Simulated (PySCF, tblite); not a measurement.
# BH₄O₃+, a cluster model of a defect (boric unit): NMR shifts, core binding energies and electronic excitations, part 1 of 2

What NMR shifts, core binding energies and electronic excitations should one expect for `OB(O)[OH2+]`? It is drawn as: protonated.

Computed with tblite 0.8.0 and PySCF 2.14.0; each step states its level. No surroundings beyond the atoms listed, unless a continuum is named. Atoms count from 0, parts from 1.

## (1) Starting point

8 atoms, charge 1, multiplicity 1; geometry: distance geometry start.

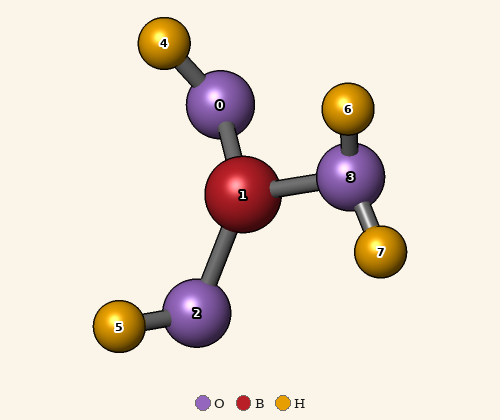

The starting geometry (oxygen purple, boron red, hydrogen amber), atoms numbered.

## (2) Relaxing the cluster with GFN2-xTB

The job: settings as JSON, then the geometry in Å.

```
{"job": {"kind": "relax", "xc": "GFN2-xTB", "basis": "xTB"}, "charge": 1, "multiplicity": 1}
O     -0.766430     1.398011     0.080241
B     -0.199432     0.043933    -0.075013
O     -1.082203    -0.906759    -0.767204
O      1.253061    -0.022084    -0.181406
H     -0.937230     1.590317     1.044472
H     -1.565800    -1.477516    -0.115027
H      1.737027     0.188471     0.645705
H      1.545878    -0.821713    -0.670590
```

Level: GFN2-xTB geometry optimisation, gas phase.

Started as:

```
$ OMP_NUM_THREADS=1 python cluster_run.py task.json out
```

One launch serves the whole session: the jobs run in the order shown.

Output:

```text
step      E/eV     max force
  0    -409.41472    5.706
  1    -410.34243    3.424
  2    -410.63879    4.888
  3    -410.81729    1.665
  4    -410.87530    1.021
  5    -410.97916    1.267
  6    -411.03992    1.231
  7    -411.08787    0.924
  8    -411.17359    1.041
  9    -411.26539    1.420
 10    -411.36083    1.042
 11    -411.37462    0.299
 12    -411.38001    0.312
 13    -411.39050    0.930
 14    -411.40351    0.582
 15    -411.41785    0.440
 16    -411.45982    0.825
 17    -411.49803    0.665
 18    -411.52899    1.800
 19    -411.55345    0.682
 20    -411.58679    0.434
 21    -411.60795    0.784
 22    -411.62910    0.635
 23    -411.64639    0.243
 24    -411.64970    0.164
 25    -411.65214    0.213
 26    -411.65580    0.173
 27    -411.65995    0.249
 28    -411.66313    0.207
 29    -411.66586    0.164
 30    -411.66824    0.096
 31    -411.66959    0.122
 32    -411.67039    0.109
 33    -411.67115    0.090
 34    -411.67239    0.149
 35    -411.67395    0.191
 36    -411.67528    0.159
 37    -411.67617    0.132
 38    -411.67706    0.098
 39    -411.67827    0.100
 40    -411.67955    0.152
 41    -411.68050    0.116
 42    -411.68105    0.070
 43    -411.68149    0.062
 44    -411.68207    0.053
 45    -411.68254    0.057
 46    -411.68274    0.035
 47    -411.68284    0.041
 48    -411.68295    0.054
 49    -411.68311    0.050
 50    -411.68321    0.024
 51    -411.68327    0.016
 52    -411.68330    0.020
 53    -411.68333    0.023
 54    -411.68334    0.013
 55    -411.68335    0.004
```

Run time: 0.77 s. Hardware: 1 thread of Arm Neoverse N1, shared host.

The steps of the relaxation:

| step | energy from step 0 (eV) | largest force (eV/Å) |
| --- | --- | --- |
| 0 | 0.0000 | 5.7056 |
| 2 | -1.2241 | 4.8880 |
| 4 | -1.4606 | 1.0215 |
| 6 | -1.6252 | 1.2310 |
| 8 | -1.7589 | 1.0408 |
| 10 | -1.9461 | 1.0415 |
| 12 | -1.9653 | 0.3116 |
| 14 | -1.9888 | 0.5818 |
| 16 | -2.0451 | 0.8252 |
| 18 | -2.1143 | 1.7998 |
| 20 | -2.1721 | 0.4336 |
| 22 | -2.2144 | 0.6351 |
| 24 | -2.2350 | 0.1645 |
| 26 | -2.2411 | 0.1726 |
| 28 | -2.2484 | 0.2073 |
| 30 | -2.2535 | 0.0956 |
| 32 | -2.2557 | 0.1092 |
| 34 | -2.2577 | 0.1496 |
| 36 | -2.2606 | 0.1590 |
| 38 | -2.2623 | 0.0982 |
| 40 | -2.2648 | 0.1521 |
| 42 | -2.2663 | 0.0703 |
| 44 | -2.2674 | 0.0532 |
| 46 | -2.2680 | 0.0349 |
| 48 | -2.2682 | 0.0537 |
| 50 | -2.2685 | 0.0247 |
| 52 | -2.2686 | 0.0197 |
| 54 | -2.2686 | 0.0127 |
| 55 | -2.2686 | 0.0041 |

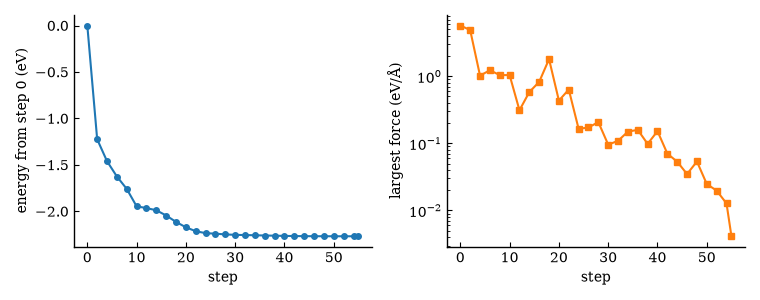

Energy and force, step by step.

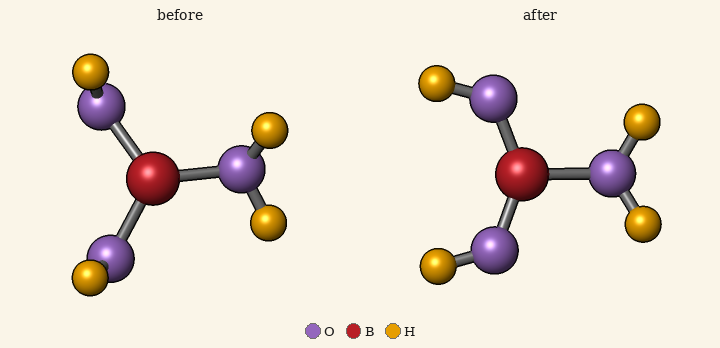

Before and after, at one scale.

Close pairs (by a distance rule), those that changed most:

| bond | before (Å) | after (Å) | change (Å) |
| --- | --- | --- | --- |
| O0–B1 | 1.476 | 1.312 | -0.164 |
| B1–O2 | 1.470 | 1.312 | -0.159 |
| O0–H4 | 0.998 | 0.958 | -0.040 |
| O2–H5 | 0.992 | 0.958 | -0.035 |
| B1–O3 | 1.458 | 1.490 | +0.032 |
| O3–H7 | 0.982 | 0.971 | -0.011 |
| O3–H6 | 0.981 | 0.971 | -0.010 |

## (3) Relaxing the molecule at PBE0-D3(BJ)/def2-SVP

The job: settings as JSON, then the geometry in Å.

```
{"job": {"xc": "PBE0", "basis": "def2-SVP", "d3": "d3bj", "grid": 2, "kind": "geom", "shake": 0.01}, "charge": 1, "multiplicity": 1}
O     -0.440221     1.152151     0.602893
B     -0.214271     0.037096    -0.008912
O     -0.891674    -0.996021    -0.472767
O      1.286650    -0.112887    -0.252068
H     -1.331868     1.517221     0.795453
H     -1.827960    -1.086872    -0.474081
H      1.865598     0.457564     0.251618
H      1.599823    -0.996805    -0.470036
```

Output:

```text
step   0  E = -252.32954066  max force = 0.037651
step   1  E = -252.33044028  max force = 0.014332
step   2  E = -252.33241533  max force = 0.007847
step   3  E = -252.33307405  max force = 0.003970
step   4  E = -252.33338359  max force = 0.004406
step   5  E = -252.33345827  max force = 0.001870
step   6  E = -252.33347149  max force = 0.000254
optimisation converged
```

Wall time 23 s (1 thread of Arm Neoverse N1, shared host); peak memory 0.4 GiB.

The steps of the relaxation:

| step | energy from step 0 (eV) | largest force component (eV/Å) |
| --- | --- | --- |
| 0 | 0.0000 | 1.9361 |
| 1 | -0.0245 | 0.7370 |
| 2 | -0.0782 | 0.4035 |
| 3 | -0.0961 | 0.2041 |
| 4 | -0.1046 | 0.2266 |
| 5 | -0.1066 | 0.0962 |
| 6 | -0.1070 | 0.0131 |

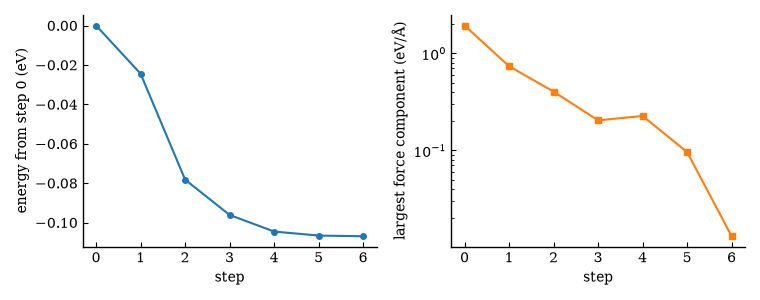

Energy and force, step by step.

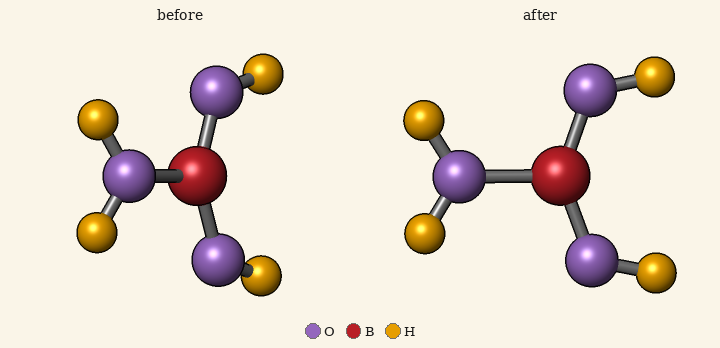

The geometry before (left) and after (right).

Distances of close pairs at the start and the end, largest changes first:

| bond | before (Å) | after (Å) | change (Å) |
| --- | --- | --- | --- |
| B1–O3 | 1.528 | 1.489 | -0.039 |
| O0–B1 | 1.292 | 1.319 | +0.027 |
| O2–H5 | 0.941 | 0.964 | +0.024 |
| O0–H4 | 0.983 | 0.964 | -0.018 |
| O3–H6 | 0.956 | 0.974 | +0.017 |
| O3–H7 | 0.963 | 0.974 | +0.011 |
| B1–O2 | 1.320 | 1.319 | -0.001 |

The final coordinates are the input of the step that follows.

| at the end point | value |
| --- | --- |
| point group (found at 0.08 Å tolerance) | C2v |
| rotational constants (GHz, main isotopes) | 9.678, 9.254, 4.731 |

## (4) Shielding tensors: PBE0/pcSseg-2

The job: settings as JSON, then the geometry in Å.

```
{"job": {"kind": "nmr", "xc": "PBE0", "basis": "pcSseg-2"}, "charge": 1, "multiplicity": 1}
O     -0.364249     1.364286     0.285303
B     -0.208041     0.106474    -0.078659
O     -0.771409    -0.798332    -0.855408
O      0.979106    -0.478004     0.604309
H     -1.085247     1.899721    -0.065608
H     -1.563483    -0.595746    -1.366733
H      1.549318     0.047192     1.193204
H      1.259028    -1.398379     0.454901
```

Method: GIAO PBE0/pcSseg-2 NMR shielding, non-relativistic, gas phase.

Output:

```text
coarse grid: 6824 points
cycle   1  E = -252.5098368356  dE =  9.456e-01  |g| = 8.851e-01  |ddm| = 1.791e+00
cycle   2  E = -252.4075117312  dE =  1.023e-01  |g| = 1.172e+00  |ddm| = 8.243e-01
cycle   3  E = -252.6393745433  dE = -2.319e-01  |g| = 7.099e-02  |ddm| = 5.010e-01
cycle   4  E = -252.6399710252  dE = -5.965e-04  |g| = 3.834e-02  |ddm| = 3.786e-02
cycle   5  E = -252.6402077444  dE = -2.367e-04  |g| = 5.910e-03  |ddm| = 1.456e-02
cycle   6  E = -252.6402130683  dE = -5.324e-06  |g| = 1.001e-03  |ddm| = 2.654e-03
final grid: 66320 points
cycle   7  E = -252.6296093704  dE = -1.029e-04  |g| = 5.259e-03  |ddm| = 2.556e-02
cycle   8  E = -252.6296058419  dE =  3.529e-06  |g| = 6.972e-03  |ddm| = 4.510e-03
cycle   9  E = -252.6296136931  dE = -7.851e-06  |g| = 3.731e-04  |ddm| = 2.690e-03
cycle  10  E = -252.6296137100  dE = -1.693e-08  |g| = 1.664e-04  |ddm| = 1.782e-04
cycle  11  E = -252.6296137141  dE = -4.077e-09  |g| = 4.912e-05  |ddm| = 6.987e-05
cycle  12  E = -252.6296137145  dE = -3.698e-10  |g| = 8.420e-06  |ddm| = 1.917e-05
converged SCF energy = -252.6296137145

GIAO shielding tensors (ppm)
atom      isotropic    diamagn.    paramagn.     s11        s22        s33       span
  0 O      244.583     385.443    -140.861    151.534    289.248    292.966    141.432
  1 B       86.002     196.768    -110.765     46.182     79.064    132.760     86.578
  2 O      244.611     385.605    -140.994    151.739    289.263    292.830    141.091
  3 O      268.752     386.820    -118.069    229.329    264.185    312.741     83.412
  4 H       25.982      28.634      -2.652     19.180     20.625     38.143     18.964
  5 H       25.977      28.667      -2.690     19.173     20.614     38.145     18.973
  6 H       24.415      26.407      -1.993     16.400     19.482     37.362     20.962
  7 H       24.419      26.462      -2.043     16.400     19.506     37.352     20.952
```

It took 22 s on 1 thread of Arm Neoverse N1, shared host; peak memory 0.76 GiB.

The references, computed at this level on geometries of the same kind, shield at (ppm): 1H TMS 31.25, 17O H2O 328.2, 11B BF3·OEt2 99.1. Their shielding less the atom's gives the shift. The references are single molecules in the gas phase, so shifts against H2O, NH3, PH3, H3PO4 or CFCl3 are not on the usual liquid scales and can be off by tens of ppm. Atoms listed in one row are averaged.

| atoms | environment | σ (ppm) | δ (ppm) |
| --- | --- | --- | --- |
| H6, H7 | hydrogen on an oxygen bonded to B | 24.42 | 6.83 |
| H4, H5 | hydrogen on an oxygen bonded to B | 25.98 | 5.27 |
| O0, O2 | oxygen bonded to B, H | 244.6 | 83.6 |
| O3 | oxygen bonded to B, 2 H | 268.8 | 59.4 |
| B1 | boron bonded to 3 O | 86.0 | 13.1 |

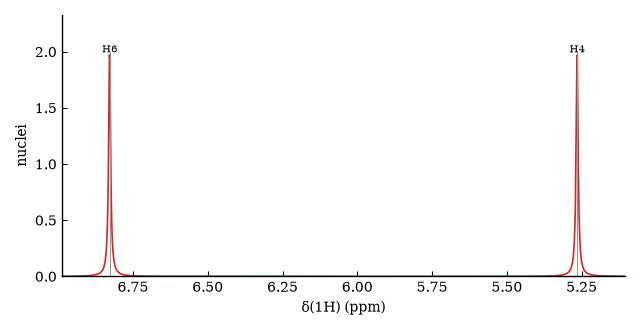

1H lines at the computed shifts, without couplings. Lines are broadened to a width of 0.01 ppm (Lorentzian).

Charges from the same density, by scheme (e):

| atoms | Mulliken | IAO | Hirshfeld | ESP fit |
| --- | --- | --- | --- | --- |
| O0, O2 | -0.35 | -0.53 | -0.21 | -0.55 |
| B1 | 0.69 | 0.71 | 0.40 | 0.71 |
| O3 | -0.22 | -0.42 | -0.04 | -0.56 |

IAO charges:

| atom | value (e) |
| --- | --- |
| O0 | -0.53 |
| B1 | 0.71 |
| O2 | -0.53 |
| O3 | -0.42 |
| H4 | 0.43 |
| H5 | 0.43 |
| H6 | 0.46 |
| H7 | 0.46 |

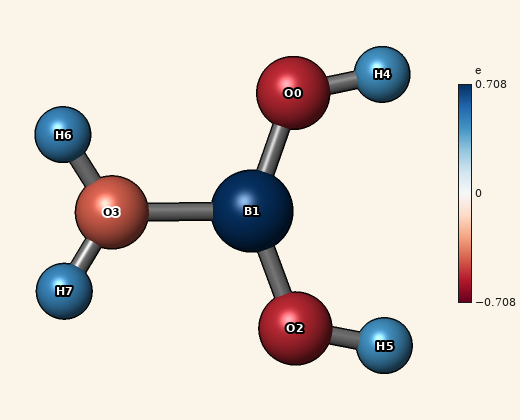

IAO charges, as colours on the atoms.

Mayer bond orders: O0–B1 1.35, B1–O2 1.35, B1–O3 0.69.

The fields below are evaluated on a grid from the run's orbitals.

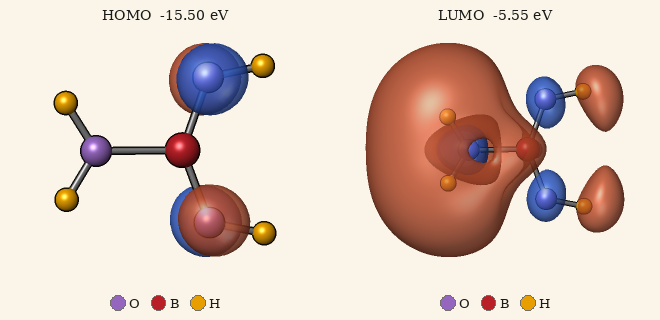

PBE0/pcSseg-2 orbitals near the gap, drawn at the value that encloses 70 % of each; the two colours are the two signs.

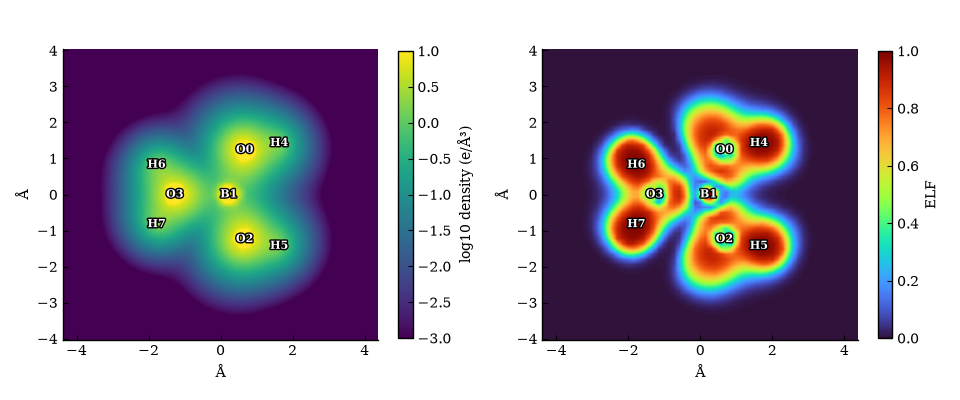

Density (left) and ELF (right) in a plane through or near 8 of the atoms.

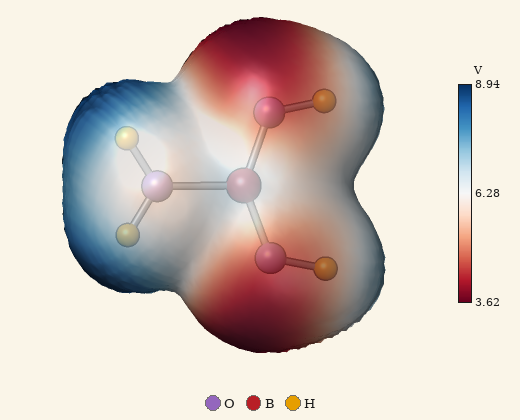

Electrostatic potential on the surface of density 0.002 e/bohr³; red is low, blue high. It runs from 3.62 V near O0 to 8.94 V near H6.

(Continued in part 2 of 2.)
